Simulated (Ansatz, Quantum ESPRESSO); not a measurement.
**SrCl2 (Fm-3m): the LO frequency by hand**

Aim: work out the LO frequency and the static dielectric constant of SrCl2 (Fm-3m) from one linear-response run, then check them.

Program: Quantum ESPRESSO 8.0 development, patched. Level of theory: DFT LDA, scalar-relativistic, plane waves, PseudoDojo norm-conserving pseudopotentials. Results are calculated unless marked as measured.

### Step 1. Set-up

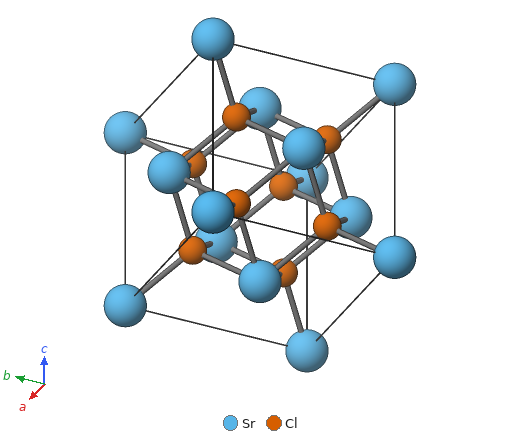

The starting structure, seen from a free direction (strontium blue, chlorine orange). This picture shows the conventional cell, with its axes. Some periodic images of atoms are drawn too.

Structure file:

```
Sr Cl
1.0
    -3.39343    0.00000    3.39343
     0.00000    3.39343    3.39343
    -3.39343    3.39343    0.00000
Sr Cl
1 2
Direct
  0.00000 0.00000 0.00000
  0.75000 0.75000 0.75000
  0.25000 0.25000 0.25000
```

This is the cell after its relaxation at this level of theory, not the database cell from which that began.

### Step 2. What the response run gave

A linear-response run on the relaxed cell, with the response to an electric field; only its zone-centre results are used. Cutoff 56 Ry, k mesh 6×6×6.

The log of the run:

```text
[banners, grids, parts of the stress and lines that vanish by symmetry left out]
Program PHONON v.8.0dev
     Dynamical matrices for q-points given in input
     (   1q-points):
[...]
Exchange-correlation= PW
                           (   1   4   0   0   0   0   0)
[...]
kinetic-energy cut-off    =      56.0000  Ry
     charge density cut-off    =     224.0000  Ry
     convergence threshold     =      1.0E-18
[...]
Exchange-correlation= PW
                           (   1   4   0   0   0   0   0)
[...]
q = (   0.0000000   0.0000000   0.0000000 )
     49 Sym.Ops. (with q -> -q+G )
     G cutoff =  933.3052  (  29939 G-vectors)     FFT grid: ( 45, 45, 45)
     number of k points=    16
[...]
Mode symmetry, O_h (m-3m)  point group:
[...]
Dielectric constant
[...]
End of electric fields calculation
          Dielectric constant in cartesian axis
          (       3.139341831       0.000000000       0.000000000 )
          (       0.000000000       3.139341831      -0.000000000 )
          (       0.000000000      -0.000000000       3.139341831 )
          Effective charges (d Force / dE) in cartesian axis without acoustic sum rule applied (asr)
           atom    1  Sr    Mean Z*:        2.48849
      Ex  (        2.48849       -0.00000        0.00000 )
      Ey  (       -0.00000        2.48849        0.00000 )
      Ez  (        0.00000        0.00000        2.48849 )
           atom    2  Cl    Mean Z*:       -1.24446
      Ex  (       -1.24446       -0.00000        0.00000 )
      Ey  (       -0.00000       -1.24446        0.00000 )
      Ez  (        0.00000       -0.00000       -1.24446 )
           atom    3  Cl    Mean Z*:       -1.24446
      Ex  (       -1.24446       -0.00000        0.00000 )
      Ey  (        0.00000       -1.24446       -0.00000 )
      Ez  (        0.00000       -0.00000       -1.24446 )
          Effective charges Sum: Mean:       -0.00043
[...]
Effective charges (d Force / dE) in cartesian axis with asr applied:
           atom    1  Sr    Mean Z*:        2.48864
[...]
atom    2  Cl    Mean Z*:       -1.24432
[...]
atom    3  Cl    Mean Z*:       -1.24432
[...]
Dielectric constant from finite-differences
          (       3.139294307      -0.000000000       0.000000000 )
          (      -0.000000000       3.139294307       0.000000000 )
          (      -0.000000000       0.000000000       3.139294307 )
[...]
(       0.000000000       0.000000000      -0.000000000 )
          (      -0.000000000      -0.000000000       0.000000000 )
[...]
(       0.000000000       0.000000000       0.000000000 )
          (       0.148615500       0.000000000       0.000000000 )
          (      -0.000000000       0.148615500      -0.000000000 )
          (       0.148615500      -0.000000000      -0.000000000 )
          (      -0.000000000      -0.000000000       0.000000000 )
[...]
Representation #   1 modes #   1   2   3
[...]
End of self-consistent calculation
     Convergence has been achieved
     Representation #   2 modes #   4   5   6
[...]
End of self-consistent calculation
     Convergence has been achieved
     Representation #   3 modes #   7   8   9
[...]
End of self-consistent calculation
     Convergence has been achieved
[...]
Dielectric constant in cartesian axis
          (       3.139341831       0.000000000       0.000000000 )
          (       0.000000000       3.139341831      -0.000000000 )
          (       0.000000000      -0.000000000       3.139341831 )
          Effective charges (d Force / dE) in cartesian axis without acoustic sum rule applied (asr)
           atom    1  Sr    Mean Z*:        2.48849
      Ex  (        2.48849       -0.00000        0.00000 )
      Ey  (       -0.00000        2.48849        0.00000 )
      Ez  (        0.00000        0.00000        2.48849 )
           atom    2  Cl    Mean Z*:       -1.24446
      Ex  (       -1.24446       -0.00000        0.00000 )
      Ey  (       -0.00000       -1.24446        0.00000 )
      Ez  (        0.00000       -0.00000       -1.24446 )
           atom    3  Cl    Mean Z*:       -1.24446
      Ex  (       -1.24446       -0.00000        0.00000 )
      Ey  (        0.00000       -1.24446       -0.00000 )
      Ez  (        0.00000       -0.00000       -1.24446 )
          Effective charges Sum: Mean:       -0.00043
[...]
Effective charges (d Force / dE) in cartesian axis with asr applied:
           atom    1  Sr    Mean Z*:        2.48864
[...]
atom    2  Cl    Mean Z*:       -1.24432
[...]
atom    3  Cl    Mean Z*:       -1.24432
[...]
q = (    0.000000000   0.000000000   0.000000000 )
[...]
freq (    1) =      -0.023711 [THz] =      -0.790927 [cm-1]
     freq (    2) =      -0.023711 [THz] =      -0.790927 [cm-1]
     freq (    3) =      -0.023711 [THz] =      -0.790927 [cm-1]
     freq (    4) =       4.721516 [THz] =     157.492837 [cm-1]
     freq (    5) =       4.721516 [THz] =     157.492837 [cm-1]
     freq (    6) =       4.721516 [THz] =     157.492837 [cm-1]
     freq (    7) =       5.797416 [THz] =     193.380992 [cm-1]
     freq (    8) =       5.797416 [THz] =     193.380992 [cm-1]
     freq (    9) =       5.797416 [THz] =     193.380992 [cm-1]
[...]
Mode symmetry, O_h (m-3m)  point group:
     freq (   1-   3) =         -0.8  [cm-1]   --> T_1u G_15  G_4- I
     freq (   4-   6) =        157.5  [cm-1]   --> T_1u G_15  G_4- I
     freq (   7-   9) =        193.4  [cm-1]   --> T_2g G_25' G_5+ R

   JOB DONE.
```

```
                       quantity   value
             cell volume Ω (Å³)  78.153
                 mass of Sr (u)  87.620
                 mass of Cl (u)  35.450
     Born charge of Sr, raw (e)   2.489
     Born charge of Cl, raw (e)  -1.244
                             ε∞   3.139
ω(TO) after the sum rule (cm⁻¹)   157.5
```

### Step 3. The calculation

The charges must sum to zero over the cell; taking off their mean, 0.000 e, leaves Z* = 2.489 e on Sr. In the polar mode Sr moves against the two Cl, so the reduced mass is μ = 87.62 × 70.90 / 158.52 = 39.189 u.

A longitudinal wave builds up a field that adds to the restoring force: ω(LO)² = ω(TO)² + 4π Z*² / (μ Ω ε∞), in Hartree atomic units. With μ = 71437 electron masses and Ω = 527.40 bohr³ the second term is 6.5802e-07 Ha², or 31696 cm⁻² (1 Ha = 219474.6 cm⁻¹).

So ω(LO) = √(24806 + 31696) = 237.7 cm⁻¹, and by the Lyddane-Sachs-Teller relation ε₀ = ε∞ (ω(LO)/ω(TO))² = 7.15.

### Step 4. Check against the program

The analysis program adds the same non-analytic term to the full matrix, here for q along (1 0 0).

The log of the run:

```text
[banners, grids, parts of the stress and lines that vanish by symmetry left out]
[banner, memory and clock lines left out]
Program DYNMAT v.8.0dev

     Reading Dynamical Matrix from file g.dyn
     ...Force constants read
     ...epsilon and Z* read
     ...Raman cross sections read

     Polarizability (A^3 units)
     multiply by 0.583732 for Clausius-Mossotti correction (not under assume_isolated = 'mt')
        13.305060    0.000000    0.000000
         0.000000   13.305060   -0.000000
         0.000000   -0.000000   13.305060

     IR activities are in (D/A)^2/amu units
     Raman activities are in A^4/amu units
     multiply Raman by 0.116106 for Clausius-Mossotti correction (not under assume_isolated = 'mt')

# mode   [cm-1]    [THz]      IR          Raman   depol.fact
    1     -0.00   -0.0000    0.0000         0.0000    0.5124
    2      0.00    0.0000    0.0000         0.0000    0.3889
[...]
8    193.39    5.7976    0.0000         3.6144    0.7500
    9    237.70    7.1260    3.6461         0.0000    0.6314

[end of the log left out, with the tail of the file of modes that dynmat.x writes under the same name]
```

ε₀ comes from the program's run without a direction of q.

```csv
quantity,by hand,program
ω(LO) (cm⁻¹),237.7,237.7
ε₀,7.15,7.15
```

### Step 5. Results

- TO mode: 157.5 cm⁻¹
- LO mode: 237.7 cm⁻¹
- static dielectric constant: 7.151

What this shows: The LO mode of SrCl2 (Fm-3m) lies at 238 cm⁻¹, 80 cm⁻¹ above the TO mode; the formula meets the program within 0.1 cm⁻¹, as it must for a cubic crystal with one polar mode. ω(LO)² − ω(TO)² goes with Z*²/ε∞: an error of 5 % in ε∞ would move the LO mode by 3.2 cm⁻¹, and semilocal functionals tend to overestimate ε∞. These are harmonic values at zero temperature, at the volume of this functional, for the structure held cubic; stability elsewhere in the zone is no part of this calculation.

[Host names and launcher messages were left out of these logs when they were recorded.]

[Logs are printed without paths, hosts, clocks, repeated set-up lines and the standing remarks that a program may print on its own settings, such as how far it seeks lower states.]

[Hosts, paths, dates, database ids (printed as entryN), source tags and the programs' standing remarks are cut or masked in the printed files.]
